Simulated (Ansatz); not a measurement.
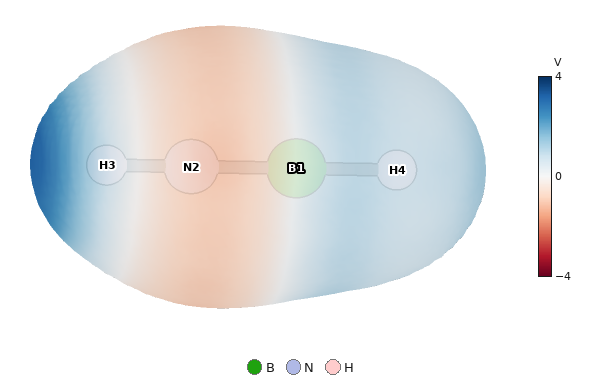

Figure. BH₂N (SMILES B=N). The molecular electrostatic potential painted on the density surface at 0.004 e/bohr³, seen at a tilt; red is negative and blue positive.

Geometry: PBE0-D3(BJ)/def2-SVP.

Theory: isolated molecule in a Gaussian basis; Kohn-Sham density functional theory, functional PBE0 (Ansatz).

Where is the surface potential most negative and most positive?

Answer. The most negative region (about −1.0 V) lies over N2, the most positive (about +3.1 V) over H3. N2 is the likeliest acceptor of a hydrogen bond.

How polar is the molecule by this calculation?

Answer. Its dipole moment is 0.07 D.
